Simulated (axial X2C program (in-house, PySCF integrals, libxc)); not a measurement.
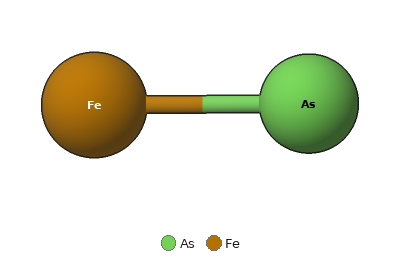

The molecule at the reference distance of 2.270 Å.

## Run report: AsFe⁻, diatomic calculation in the non-relativistic limit

System: AsFe⁻, single determinant with M_S = 3 and |Λ| = 0.
Method: PBE0, spin-free X2C-1e, speed of light times 100, As dyall-av3z, Fe dyall-av3z (cores contracted) (axial X2C program (in-house, PySCF integrals, libxc)).

**Summary**

```
                    quantity                                                                 value
                     outcome                             converged; a filled level lies above zero
              bond length rₑ                                                               2.266 Å
                          ωₑ                                                            300.8 cm⁻¹
       energy at the minimum                                                   −3499.15375 hartree
   depth below the fragments                                                               2.18 eV
largest ⟨S²⟩ along the curve                                                                 12.05
                    hardware  1 thread of Arm Neoverse N1, 16 GiB of memory available, shared host
                   wall time                                                                  37 s
                 peak memory                                                              0.48 GiB
```

**Remarks**

The highest filled level (PBE0, up to 0.47 eV) lies above zero. That is common for anions, where the functional's self-interaction leaves the outer electrons unbound; only the finite basis holds them, so such levels depend on it. Caveats: the speed of light is raised 100-fold, which removes relativity, so these aren't the values of the real molecule.

**The input**
```
{"zs": [33, 26], "q": -1, "bas": ["dyall-av3z", "dyall-av3z"], "levels": ["PBE0", "HF", "TPSSh", "B97-3"], "cc": false, "r0": 2.37, "npts": 10, "nst": 2, "ntry": 6, "opt": {"cfac": 100}}
```

The line is the task of a batch: nuclear charges, charge, bases, the levels to run, a first guess of the distance and further settings. This report covers PBE0 without spin-orbit coupling. The log is that of the reference distance 2.27 Å, started from orbitals converged before.

Launched within a batch (the task file carries these settings):
```bash
python <driver script> task.json out
```

**The program's output**
```
spin-free X2C-1e  PBE0
basis functions 194  fitting functions 1207  grid points 5799
iter        total energy     max residual
   1      -3499.153749342     5.22e-05
   2      -3499.153749459     4.09e-05
   3      -3499.153749467     3.88e-05
   4      -3499.153749483     8.31e-06
   5      -3499.153749485     4.79e-06
converged
one-electron -5272.66893554  Coulomb 1711.90107813  exact exchange -33.95932504  xc functional -104.44156571  nuclear repulsion 200.01499866
```

**The points of the curve**

```
R (Å)   E (hartree)  dipole (D; origin at the first atom, positive when the second is positive)  highest filled (eV)  lowest empty (eV)
1.975  −3499.127383                                                                       −6.13                 0.47               1.72
2.066  −3499.142987                                                                       −5.86                 0.39               1.73
2.134  −3499.149552                                                                       −5.75                 0.34               1.74
2.202  −3499.152869                                                                       −5.68                 0.30               1.74
2.270  −3499.153749                                                                       −5.65                 0.25               1.75
2.349  −3499.152548                                                                       −5.65                 0.21               1.75
2.429  −3499.149694                                                                       −5.69                 0.17               1.75
2.531  −3499.144517                                                                       −5.78                 0.12               1.76
2.656  −3499.137051                                                                       −5.94                 0.06               1.76
2.837  −3499.125808                                                                       −6.24                −0.03               1.78
```

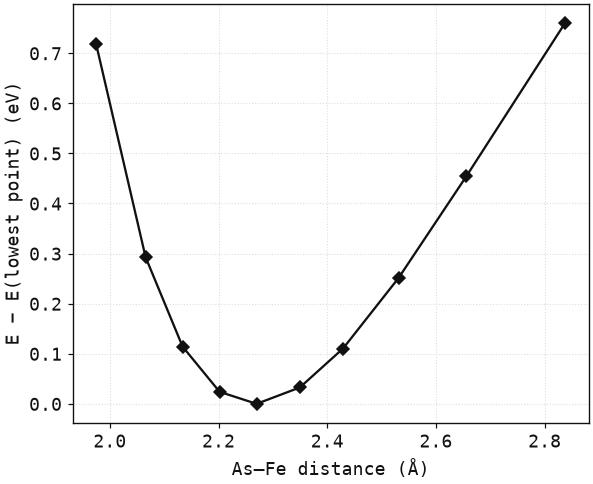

Energy at 10 bond lengths, for one set of occupations held fixed; the line joins the points. A polynomial of degree 6 through 9 points gives rₑ = 2.266 Å, ωₑ = 300.8 cm⁻¹, ωₑxₑ = 1.3 cm⁻¹ and Bₑ = 0.1025 cm⁻¹. The minimum lies 2.18 eV below As⁻ + Fe, each computed as one determinant at the same level.

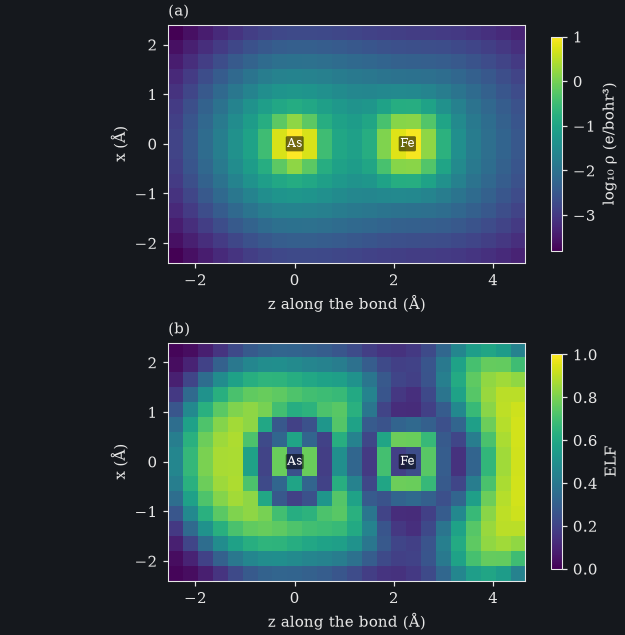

(a) electron density on a logarithmic scale; (b) electron localisation function, in a plane that holds the axis, at 2.27 Å, on points 0.3 Å apart (one half computed, the other mirrored); the structure near the nuclei is finer than these points.

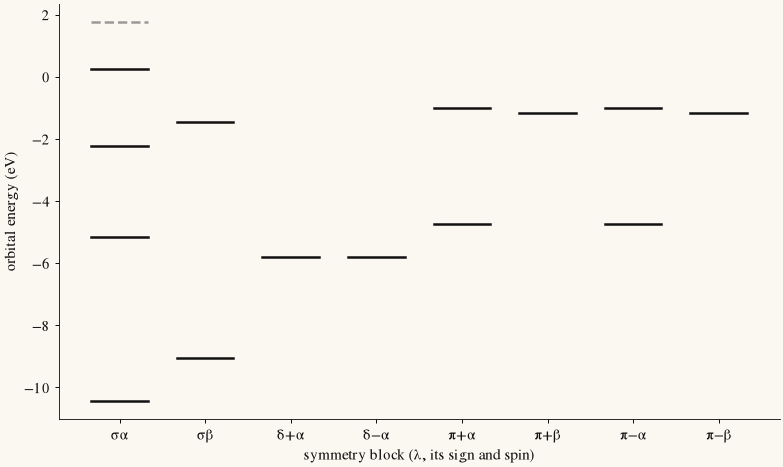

Orbital energies near the frontier at 2.27 Å, filled (solid) and empty (dashed); a label such as π−α means λ = −1 and α spin. The highest filled orbital (σα; 36 % Fe p, 27 % Fe s) lies at 0.25 eV, the lowest empty one (σα; 89 % Fe p, 8 % Fe s) at 1.75 eV. A filled level above zero is held only by the finite basis .
